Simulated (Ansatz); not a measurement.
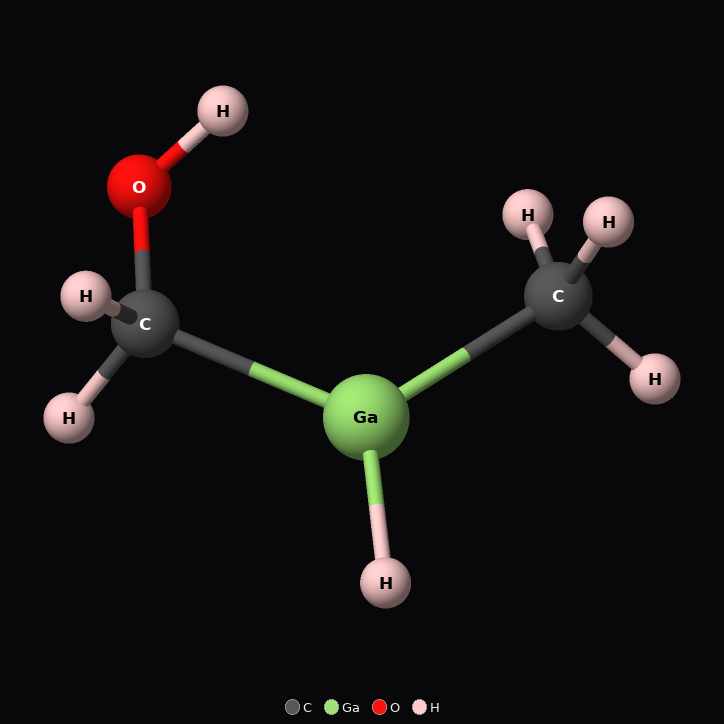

Harmonic vibrations computed with RKS PBE0-D4/def2-TZVP (Ansatz 0.2.0) at a stationary point of the same level.

> How many imaginary frequencies does it have?

A minimum: no imaginary frequency, and the lowest mode lies at 48 cm⁻¹.

> List the wavenumbers.

27 modes: 48, 91, 106, 202, 279, 379, 512, 571, 587, 610, 727, 766, 1058, 1154, 1221, 1251, 1364, 1443, 1453, 1460, 1935, 2976, 3043, 3070, 3121, 3145, 3877 cm⁻¹.
